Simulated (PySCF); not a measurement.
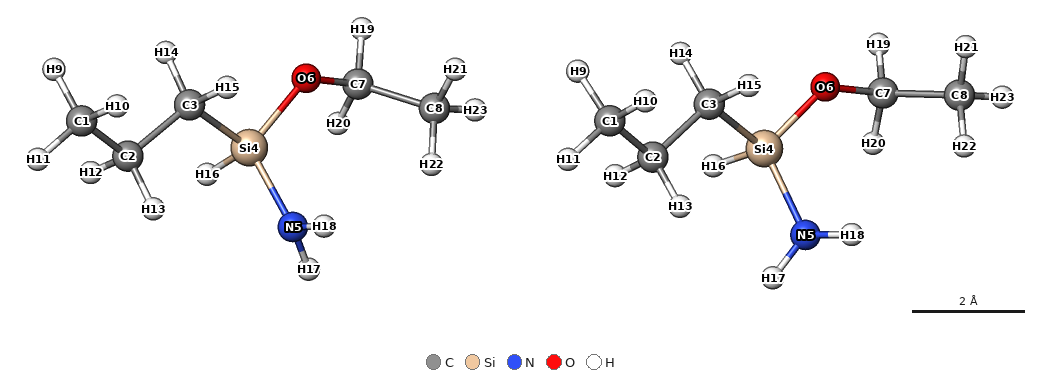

Two geometries of C₅H₁₅NOSi, drawn at one scale. One is the start of a relaxation, the other its converged end. Style: ball-and-stick. Shown at a tilt.

All numbers below come from PBE0-D3(BJ)/def2-SVP geometry optimisation, gas phase in PySCF 2.14.0, density-fitted response routines. 

Q: Which of the two is the end point?

A: The left one is the relaxed one. The start comes from GFN2-xTB. Its atoms were then displaced at random by about 0.01 Å. The energy falls by 8.29 kcal/mol in 19 geometry steps. The atom that moves furthest after the best rigid fit is H17 (1.09 Å). Largest moves by element: H 1.09 Å, N 0.49 Å, C 0.32 Å, Si 0.21 Å, O 0.17 Å. Some distances before and after: Si4–O6 1.590 → 1.673 Å, C3–Si4 1.930 → 1.867 Å, Si4–H16 1.468 → 1.498 Å, C7–H20 1.087 → 1.109 Å. Among the angles between lasting bonds that change: O6–Si4–H16 113.6° → 108.2°, C3–Si4–N5 115.5° → 110.1°, Si4–N5–H18 116.8° → 121.9°. The run took 3.9 min on 1 thread of Intel(R) Xeon(R) 6975P-C, on a shared host.
